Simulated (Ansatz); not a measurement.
# Amorphous Si: valence band and core levels, part 4 of 6

How wide do site differences make the core lines of amorphous Si?

Ansatz 0.2.0; DFT, LDA, plane-wave PAW, default files, scalar-relativistic.

So far. Step 4 (Dynamics at 1540 K): Beyond half the shortest lattice vector, 4.2 Å, g(r) counts periodic images.

### 5. Dynamics at 300 K

A short run with the thermostat set to 300 K, starting from rest and too brief to equilibrate, lets it settle further; the cutoff and mesh are cut down, since only a plausible structure is wanted.

File input.yaml:

```yaml
crystal:
  lattice:
    - [8.4978037057, 0.0, 0.0]
    - [0.0, 8.4978037057, 0.0]
    - [0.0, 0.0, 8.4978037057]
  atoms:
    - { symbol: Si, position: [0.5429702467, 0.2742724498, 0.6575708529] }
    - { symbol: Si, position: [0.0694450434, 0.6248006225, 0.5975870818] }
    - { symbol: Si, position: [0.3304872785, 0.1283188171, 0.1851682462] }
    - { symbol: Si, position: [0.681749833, 0.6795406644, 0.0644808254] }
    - { symbol: Si, position: [0.7230971314, 0.8010632581, 0.4278258447] }
    - { symbol: Si, position: [0.7569084162, 1.1501953055, 0.4053521022] }
    - { symbol: Si, position: [0.8464934644, 0.5154695595, 0.3700650034] }
    - { symbol: Si, position: [0.5542586105, 1.0669469567, 0.039193358] }
    - { symbol: Si, position: [0.6348224689, 0.3029676605, -0.096130601] }
    - { symbol: Si, position: [0.2933828847, 0.7899573456, 0.6285316308] }
    - { symbol: Si, position: [0.8598580714, 0.8008592822, 0.6452963208] }
    - { symbol: Si, position: [0.463970483, 0.5313597229, 0.5150385708] }
    - { symbol: Si, position: [0.6237445216, 0.6389911405, 0.7288445266] }
    - { symbol: Si, position: [0.5559417171, 0.5724165252, 0.2550027119] }
    - { symbol: Si, position: [0.5622225145, 0.9357289171, 0.6049218353] }
    - { symbol: Si, position: [0.3356450443, 0.1343007124, 0.5203913013] }
    - { symbol: Si, position: [0.0909760993, 0.2891368709, 0.5544651836] }
    - { symbol: Si, position: [0.0102801956, 0.3581733038, 0.2111192176] }
    - { symbol: Si, position: [0.658513013, 1.3097906986, 0.2539971715] }
    - { symbol: Si, position: [0.3615089449, 0.4475288961, -0.2467871445] }
    - { symbol: Si, position: [0.8219002624, 0.0984798108, 0.659828038] }
    - { symbol: Si, position: [0.9970844254, 0.0132830914, 0.3013638876] }
    - { symbol: Si, position: [0.7344599267, 0.9242675613, -0.1364321679] }
    - { symbol: Si, position: [1.0736475182, 0.9855484403, 0.5877157139] }
    - { symbol: Si, position: [0.9986746193, 0.4132279747, 0.8040756569] }
    - { symbol: Si, position: [0.2234503746, 0.4804637874, 0.3799389715] }
    - { symbol: Si, position: [0.7580082449, 0.4395416185, 0.6369925023] }
    - { symbol: Si, position: [0.7581729884, 0.9273114755, 0.1598016399] }
    - { symbol: Si, position: [0.8125507994, 0.4539397942, 0.048428271] }
    - { symbol: Si, position: [0.3966856955, 0.4024748149, 0.0752896424] }
kpoints:
  mp_grid: { grid: [1, 1, 1] }
scf:
  occupations: { method: fermi_dirac, width: 0.1 }
  n_extra_bands: 21
hamiltonian:
  xc: lda
  pseudopotentials: { kind: paw }
output:
  forces: true
basis:
  ecutwfc: 320
md:
  timestep: 2.5
  n_steps: 80
  ensemble: nvt_langevin
  temperature: 300
  seed: 0
```

On the command line:

```sh
$ ansatz run input.yaml --threads 4 --pin off --max-ram 8192MiB --backend cpu --events-out ev --progress --plain --runs-dir out
```

Numbers of over 12 decimals in the logs are rounded to 6 here.

What it wrote:

```text
[...]
Crystal: 30 atoms, lattice volume = 613.649 Å³
Basis set: ecut = 320 eV, 8025 PW (Γ)
Bands: 81, of which v1, the nominal top of the filled ones, is band 60 counted from 1 (59 counted from 0)
Symmetry: 1 space group operations
k-points: 1
[...]
SCF iter   1: F=—  HF=-18247.576936 eV  |F-HF|=—  |Δ(HF+E_count)|=         —  Δρ=8.60e-3  dr2=8.46e-1  ethr=1.77e-3  ⟨swp⟩=8.0  Hψ=438  notcnv=0
[...]
SCF iter  10: F=-18247.324227 eV  HF=-18247.324227 eV  |F-HF|=7.96e-9  |Δ(HF+E_count)|=   1.43e-8  Δρ=1.24e-6  dr2=2.05e-8  ethr=2.50e-11  ⟨swp⟩=3.0  Hψ=333  notcnv=0
SCF 1 converged in 10 iterations: F = -18247.324227 eV  dr2 = 2.05e-8
[...]
md step     0: t =     0.00 fs  T =     0.0 K  F+E_penalty+E_count = -18247.32422700 eV  E_kin = 0.000000 eV  (10 SCF iters)
[...]
SCF iter   6: F=-18247.468426 eV  HF=-18247.468426 eV  |F-HF|=8.57e-9  |Δ(HF+E_count)|=   5.26e-8  Δρ=1.45e-6  dr2=1.84e-8  ethr=2.16e-11  ⟨swp⟩=4.0  Hψ=361  notcnv=0
SCF 2 converged in 6 iterations: F = -18247.468426 eV  dr2 = 1.84e-8
md step     1: t =     2.50 fs  T =    51.1 K  F+E_penalty+E_count = -18247.46842615 eV  E_kin = 0.198240 eV  (6 SCF iters)
[...]
SCF iter   8: F=-18247.845288 eV  HF=-18247.845288 eV  |F-HF|=2.01e-9  |Δ(HF+E_count)|=   2.24e-9  Δρ=4.80e-7  dr2=3.11e-9  ethr=1.45e-11  ⟨swp⟩=4.0  Hψ=252  notcnv=0
SCF 3 converged in 8 iterations: F = -18247.845288 eV  dr2 = 3.11e-9
[...]
md step     2: t =     5.00 fs  T =   144.9 K  F+E_penalty+E_count = -18247.84528796 eV  E_kin = 0.561746 eV  (8 SCF iters)
[... from here on, the SCF cycles and remarks between the steps are left out ...]
md step     3: t =     7.50 fs  T =   282.3 K  F+E_penalty+E_count = -18248.37287104 eV  E_kin = 1.094756 eV  (8 SCF iters)
md step     4: t =    10.00 fs  T =   441.8 K  F+E_penalty+E_count = -18248.97532310 eV  E_kin = 1.713088 eV  (8 SCF iters)
md step     5: t =    12.50 fs  T =   608.2 K  F+E_penalty+E_count = -18249.56515699 eV  E_kin = 2.358382 eV  (6 SCF iters)
md step     6: t =    15.00 fs  T =   738.6 K  F+E_penalty+E_count = -18250.07051270 eV  E_kin = 2.864009 eV  (6 SCF iters)
md step     7: t =    17.50 fs  T =   804.9 K  F+E_penalty+E_count = -18250.45772969 eV  E_kin = 3.121378 eV  (7 SCF iters)
md step     8: t =    20.00 fs  T =   850.6 K  F+E_penalty+E_count = -18250.72601083 eV  E_kin = 3.298405 eV  (6 SCF iters)
md step     9: t =    22.50 fs  T =   861.0 K  F+E_penalty+E_count = -18250.87975174 eV  E_kin = 3.338673 eV  (6 SCF iters)
md step    10: t =    25.00 fs  T =   907.5 K  F+E_penalty+E_count = -18250.94233545 eV  E_kin = 3.519064 eV  (8 SCF iters)
md step    11: t =    27.50 fs  T =   873.4 K  F+E_penalty+E_count = -18250.93599733 eV  E_kin = 3.386911 eV  (6 SCF iters)
md step    12: t =    30.00 fs  T =   826.2 K  F+E_penalty+E_count = -18250.88033619 eV  E_kin = 3.203783 eV  (5 SCF iters)
md step    13: t =    32.50 fs  T =   760.6 K  F+E_penalty+E_count = -18250.80605298 eV  E_kin = 2.949305 eV  (5 SCF iters)
md step    14: t =    35.00 fs  T =   711.6 K  F+E_penalty+E_count = -18250.74215739 eV  E_kin = 2.759251 eV  (5 SCF iters)
md step    15: t =    37.50 fs  T =   707.0 K  F+E_penalty+E_count = -18250.71380547 eV  E_kin = 2.741411 eV  (5 SCF iters)
md step    16: t =    40.00 fs  T =   690.6 K  F+E_penalty+E_count = -18250.72648133 eV  E_kin = 2.678180 eV  (5 SCF iters)
md step    17: t =    42.50 fs  T =   695.8 K  F+E_penalty+E_count = -18250.77525576 eV  E_kin = 2.698035 eV  (6 SCF iters)
md step    18: t =    45.00 fs  T =   706.0 K  F+E_penalty+E_count = -18250.85411830 eV  E_kin = 2.737761 eV  (6 SCF iters)
md step    19: t =    47.50 fs  T =   664.8 K  F+E_penalty+E_count = -18250.95636836 eV  E_kin = 2.577928 eV  (6 SCF iters)
md step    20: t =    50.00 fs  T =   658.1 K  F+E_penalty+E_count = -18251.07044529 eV  E_kin = 2.552061 eV  (8 SCF iters)
md step    21: t =    52.50 fs  T =   639.7 K  F+E_penalty+E_count = -18251.17028926 eV  E_kin = 2.480631 eV  (6 SCF iters)
md step    22: t =    55.00 fs  T =   646.2 K  F+E_penalty+E_count = -18251.25119726 eV  E_kin = 2.505673 eV  (6 SCF iters)
md step    23: t =    57.50 fs  T =   601.8 K  F+E_penalty+E_count = -18251.31597854 eV  E_kin = 2.333685 eV  (6 SCF iters)
md step    24: t =    60.00 fs  T =   585.7 K  F+E_penalty+E_count = -18251.37014719 eV  E_kin = 2.271328 eV  (6 SCF iters)
md step    25: t =    62.50 fs  T =   593.7 K  F+E_penalty+E_count = -18251.42343564 eV  E_kin = 2.302182 eV  (5 SCF iters)
md step    26: t =    65.00 fs  T =   583.0 K  F+E_penalty+E_count = -18251.48587687 eV  E_kin = 2.260846 eV  (6 SCF iters)
md step    27: t =    67.50 fs  T =   565.0 K  F+E_penalty+E_count = -18251.55606393 eV  E_kin = 2.190858 eV  (6 SCF iters)
md step    28: t =    70.00 fs  T =   560.4 K  F+E_penalty+E_count = -18251.62595554 eV  E_kin = 2.173280 eV  (6 SCF iters)
md step    29: t =    72.50 fs  T =   555.1 K  F+E_penalty+E_count = -18251.68431214 eV  E_kin = 2.152659 eV  (6 SCF iters)
md step    30: t =    75.00 fs  T =   573.8 K  F+E_penalty+E_count = -18251.73053094 eV  E_kin = 2.224890 eV  (8 SCF iters)
md step    31: t =    77.50 fs  T =   596.5 K  F+E_penalty+E_count = -18251.76848738 eV  E_kin = 2.313288 eV  (6 SCF iters)
md step    32: t =    80.00 fs  T =   549.0 K  F+E_penalty+E_count = -18251.81000685 eV  E_kin = 2.128985 eV  (6 SCF iters)
md step    33: t =    82.50 fs  T =   579.8 K  F+E_penalty+E_count = -18251.87745228 eV  E_kin = 2.248371 eV  (6 SCF iters)
md step    34: t =    85.00 fs  T =   573.6 K  F+E_penalty+E_count = -18251.94594874 eV  E_kin = 2.224310 eV  (6 SCF iters)
md step    35: t =    87.50 fs  T =   539.2 K  F+E_penalty+E_count = -18251.99248991 eV  E_kin = 2.090951 eV  (6 SCF iters)
md step    36: t =    90.00 fs  T =   518.2 K  F+E_penalty+E_count = -18252.01893078 eV  E_kin = 2.009506 eV  (6 SCF iters)
md step    37: t =    92.50 fs  T =   474.6 K  F+E_penalty+E_count = -18252.02604502 eV  E_kin = 1.840539 eV  (6 SCF iters)
md step    38: t =    95.00 fs  T =   471.8 K  F+E_penalty+E_count = -18252.02798455 eV  E_kin = 1.829473 eV  (6 SCF iters)
md step    39: t =    97.50 fs  T =   449.9 K  F+E_penalty+E_count = -18252.04069830 eV  E_kin = 1.744660 eV  (6 SCF iters)
[...]
md step    69: t =   172.50 fs  T =   440.2 K  F+E_penalty+E_count = -18252.65310738 eV  E_kin = 1.706905 eV  (6 SCF iters)
md step    70: t =   175.00 fs  T =   405.7 K  F+E_penalty+E_count = -18252.59974294 eV  E_kin = 1.573324 eV  (8 SCF iters)
md step    71: t =   177.50 fs  T =   391.7 K  F+E_penalty+E_count = -18252.54750229 eV  E_kin = 1.519061 eV  (5 SCF iters)
md step    72: t =   180.00 fs  T =   377.4 K  F+E_penalty+E_count = -18252.51011540 eV  E_kin = 1.463453 eV  (5 SCF iters)
md step    73: t =   182.50 fs  T =   377.0 K  F+E_penalty+E_count = -18252.48993804 eV  E_kin = 1.461821 eV  (5 SCF iters)
md step    74: t =   185.00 fs  T =   343.8 K  F+E_penalty+E_count = -18252.48428243 eV  E_kin = 1.333225 eV  (6 SCF iters)
md step    75: t =   187.50 fs  T =   340.0 K  F+E_penalty+E_count = -18252.48817157 eV  E_kin = 1.318375 eV  (5 SCF iters)
md step    76: t =   190.00 fs  T =   347.3 K  F+E_penalty+E_count = -18252.49804392 eV  E_kin = 1.346825 eV  (6 SCF iters)
md step    77: t =   192.50 fs  T =   350.9 K  F+E_penalty+E_count = -18252.50205629 eV  E_kin = 1.360885 eV  (5 SCF iters)
md step    78: t =   195.00 fs  T =   344.1 K  F+E_penalty+E_count = -18252.50498608 eV  E_kin = 1.334421 eV  (5 SCF iters)
md step    79: t =   197.50 fs  T =   335.9 K  F+E_penalty+E_count = -18252.52347658 eV  E_kin = 1.302525 eV  (5 SCF iters)
[...]
SCF iter   8: F=-18252.560651 eV  HF=-18252.560651 eV  |F-HF|=1.25e-9  |Δ(HF+E_count)|=   2.94e-8  Δρ=5.63e-7  dr2=9.20e-9  ethr=2.50e-11  ⟨swp⟩=5.0  Hψ=281  notcnv=0
SCF 81 converged in 8 iterations: F = -18252.560651 eV  dr2 = 9.20e-9
md step    80: t =   200.00 fs  T =   359.1 K  F+E_penalty+E_count = -18252.56065073 eV  E_kin = 1.392687 eV  (8 SCF iters)
SCF converged after 8 iterations
Free energy (F): -18252.560651 eV
[...]
Internal energy: -18252.498275 eV  (E = F + TS)
E sigma→0 (E₀):  -18252.529463 eV
Entropy (-TS):   -0.062376 eV (-2.079 meV/atom)
Fermi energy:    5.914176 eV
[...]
--- Forces (eV/Å), atoms counted from 1 ---
  atom   1  Si     0.38213566     0.94360028     0.39414404
  atom   2  Si    -0.04798833     0.32716941    -0.12141831
  atom   3  Si    -0.25728855     0.58492738     0.48368627
  atom   4  Si    -0.14398450     0.31870261     0.11814067
  atom   5  Si    -0.34286679     0.60858423     0.14630104
  atom   6  Si    -0.25276176    -0.87749404     0.13496093
  atom   7  Si     0.68476636    -0.73548923     0.04597248
  atom   8  Si     0.53425617     0.53097454    -0.28148095
  atom   9  Si     0.83053043     0.08747835     0.13032175
  atom  10  Si     0.20307931     0.05546482     0.17927299
  atom  11  Si     0.61090704    -0.65586284    -0.19043789
  atom  12  Si    -0.39129894    -0.15302297     0.14841961
  atom  13  Si     0.66963417    -0.56153674    -0.28883510
  atom  14  Si     0.89822320    -0.45211524    -0.47413927
  atom  15  Si    -0.59831582    -0.09562710    -0.92827809
  atom  16  Si    -0.20779746    -1.06555715    -0.46811180
  atom  17  Si    -0.48814502     0.35639072    -0.01025222
  atom  18  Si     1.40866614     0.51499639     0.46923007
  atom  19  Si    -1.30088157     0.23163473    -0.46750103
  atom  20  Si    -0.39098875    -0.23914356     0.11704140
  atom  21  Si     0.20376976    -0.30110230     0.56834202
  atom  22  Si    -0.86135986    -0.21885984    -0.50716855
  atom  23  Si     0.01915933     0.38204657     0.67722012
  atom  24  Si    -0.29144421     0.30959793     0.53778018
  atom  25  Si     0.15684924    -0.13404862    -0.70252953
  atom  26  Si    -0.67123822     0.28412563     0.33634419
  atom  27  Si    -0.71378096     0.96140534     0.16021222
  atom  28  Si     0.87743221    -0.36424836     0.39846894
  atom  29  Si    -0.36977340    -0.92461534    -0.15100599
  atom  30  Si    -0.14957994     0.28179528    -0.45453181
  max |Σ_I F_I| component: 1.71e-4 eV/Å
--- MD trajectory: 80 steps, t = 0.0 → 200.0 fs ---
  final state: T = 359.1 K   F+E_penalty+E_count = -18252.56065073 eV   E_kin = 1.392687 eV
```

The job ended after 58 s (4 threads of Intel Xeon at 2.80GHz (Skylake/Cascade Lake), shared host; peak memory 0.43 GiB).

Rows from the run:

| time (fs) | T (K) | potential (meV/atom) |
| --- | --- | --- |
| 0.0 | 0 | 0.0 |
| 12.5 | 608 | -74.7 |
| 27.5 | 873 | -120.4 |
| 40.0 | 691 | -113.4 |
| 52.5 | 640 | -128.2 |
| 67.5 | 565 | -141.1 |
| 80.0 | 549 | -149.5 |
| 92.5 | 475 | -156.7 |
| 107.5 | 499 | -164.5 |
| 120.0 | 511 | -169.8 |
| 132.5 | 429 | -163.0 |
| 147.5 | 357 | -161.0 |
| 160.0 | 411 | -173.1 |
| 172.5 | 440 | -177.6 |
| 187.5 | 340 | -172.1 |
| 200.0 | 359 | -174.5 |

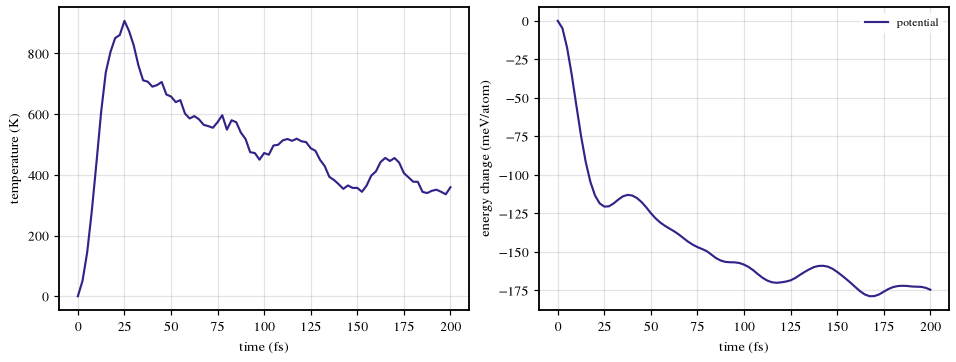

Temperature and energies against time.

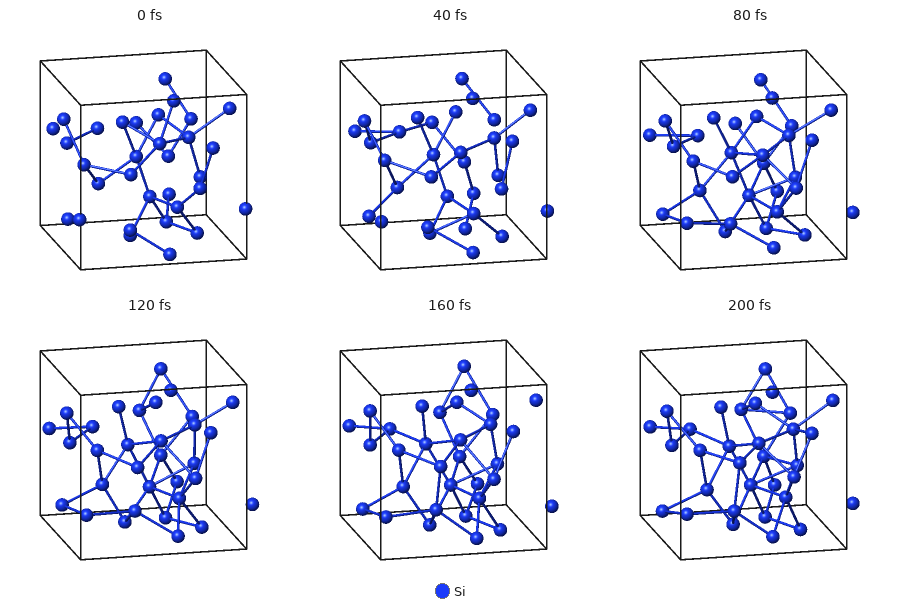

6 frames of the run. Bonds to atoms that aren't drawn are left out.

Mean square displacement at the end: Si 0.24 Å².

Positions (Å) and forces (eV/Å) at 200.0 fs:

```xyz
30
Lattice="8.498 0.000 0.000 0.000 8.498 0.000 0.000 0.000 8.498" Properties=species:S:1:pos:R:3:forces:R:3 pbc="T T T"
Si    4.592    2.415    5.063    0.382    0.944    0.394
Si    0.722    4.805    4.570   -0.048    0.327   -0.121
Si    2.984    0.988    2.051   -0.257    0.585    0.484
Si    5.784    5.995    0.220   -0.144    0.319    0.118
Si    5.925    6.854    3.114   -0.343    0.609    0.146
Si    6.032    9.430    3.634   -0.253   -0.877    0.135
Si    7.124    4.751    3.130    0.685   -0.735    0.046
Si    4.914    9.277    0.663    0.534    0.531   -0.281
Si    5.353    2.678   -0.911    0.831    0.087    0.130
Si    2.129    6.786    4.785    0.203    0.055    0.179
Si    7.323    7.019    5.207    0.611   -0.656   -0.190
Si    3.627    4.670    4.372   -0.391   -0.153    0.148
Si    5.154    5.455    6.277    0.670   -0.562   -0.289
Si    4.742    4.760    2.274    0.898   -0.452   -0.474
Si    4.974    7.708    5.369   -0.598   -0.096   -0.928
Si    3.186    0.632    4.622   -0.208   -1.066   -0.468
Si    1.594    2.457    4.886   -0.488    0.356   -0.010
Si   -0.188    3.059    1.707    1.409    0.515    0.469
Si    6.029   11.173    2.117   -1.301    0.232   -0.468
Si    3.034    3.983   -1.883   -0.391   -0.239    0.117
Si    7.085    1.484    5.664    0.204   -0.301    0.568
Si    9.003    0.749    2.122   -0.861   -0.219   -0.507
Si    6.307    8.092   -1.232    0.019    0.382    0.677
Si    9.043    8.664    4.499   -0.291    0.310    0.538
Si    8.704    3.738    6.654    0.157   -0.134   -0.703
Si    2.188    3.449    2.550   -0.671    0.284    0.336
Si    6.710    3.848    5.271   -0.714    0.961    0.160
Si    6.783    8.104    1.240    0.877   -0.364    0.398
Si    7.141    4.127   -0.011   -0.370   -0.925   -0.151
Si    3.519    3.429    0.676   -0.150    0.282   -0.455
```

The pair distribution g(r), Si–Si has structure finer than the step of the table below, so its rows give means over 0.25 Å, whole bins alone (the curve runs from 0.0372 to 5.91 Å). Peaks (Å: height): 2.565: 3.88, 3.011: 1.25, 4.127: 1.32, 4.870: 1.29.

From the last frames. Table of pair distribution g(r), Si–Si by r; means over each step:

| r (Å) | pair distribution g(r), Si–Si |
| --- | --- |
| 1.75 | 0 |
| 2.00 | 0.00133 |
| 2.25 | 0.987 |
| 2.50 | 3.35 |
| 2.75 | 1.40 |
| 3.00 | 0.884 |
| 3.25 | 0.759 |
| 3.50 | 0.713 |
| 3.75 | 0.832 |
| 4.00 | 1.17 |
| 4.25 | 0.982 |
| 4.50 | 0.807 |
| 4.75 | 1.02 |
| 5.00 | 1.12 |
| 5.25 | 0.937 |
| 5.50 | 1.02 |
| 5.75 | 0.980 |

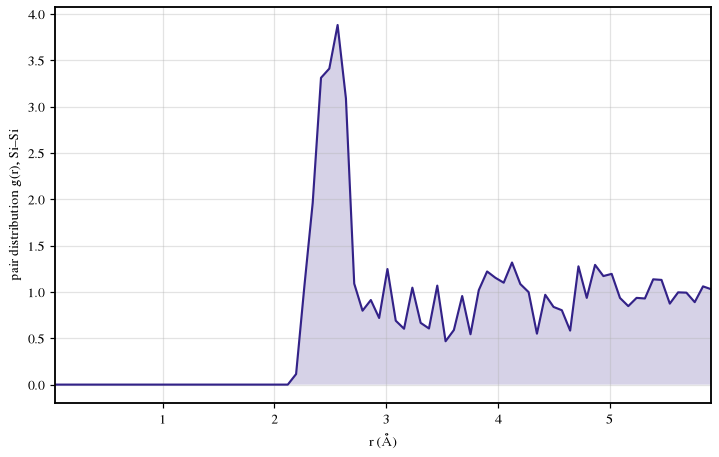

Pair distribution g(r), Si–Si, plotted against r.

Beyond half the shortest lattice vector, 4.2 Å, g(r) counts periodic images.

Numbers from this step:

- free energy: -18252.5607 eV
- energy at zero smearing: -18252.5295 eV
- smearing term TS: 0.06238 eV
- Fermi energy: 5.914 eV
- gap by band count: 0.7129 eV

[end of part 4 of 6]

[Logs are printed without paths, hosts, clocks, repeated set-up lines and the standing remarks that a program may print on its own settings, such as how far it seeks lower states.]

[Hosts, paths, dates, database ids (printed as entryN), source tags and the programs' standing remarks are cut or masked in the printed files.]

[Maps of the electrostatic potential energy from Ansatz leave out the sawtooth potential of an applied field or a dipole correction, so their vacuum need not be flat; work functions include it.]
